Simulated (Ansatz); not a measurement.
# Pressure series in hypothetical I4/mmm MgB2

The parent structure is MgB$_{2}$ (space group I4/mmm, No. 139; a = 2.683 Å, c = 8.390 Å; a hypothetical phase, not in the database extracts checked).

Cell and atoms are relaxed at each pressure.

Levels (all Ansatz, a quantum-chemistry and plane-wave program, PAW): PBE (420 eV, no spin-orbit coupling); PBEsol (420 eV, spin-orbit coupling left out).

The base cell above is that of PBE; each level relaxes its own structures.

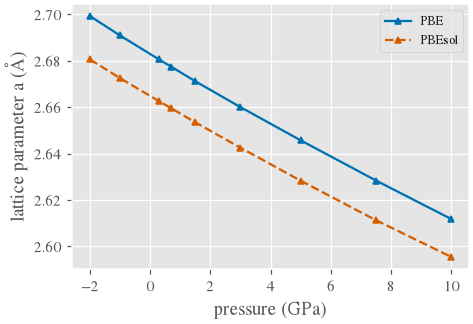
Figure: Lattice parameter a under two levels

Task: How do the two levels compare along the series?

Result: PBE lies above PBEsol in every row, by 0.016 Å to 0.019 Å. They put the cases in the same order.

Load acts through the strain it causes; cell and atoms are relaxed under it. No phonon test of stability was made. Competing high-pressure phases were not computed. All final runs are without spin polarisation.
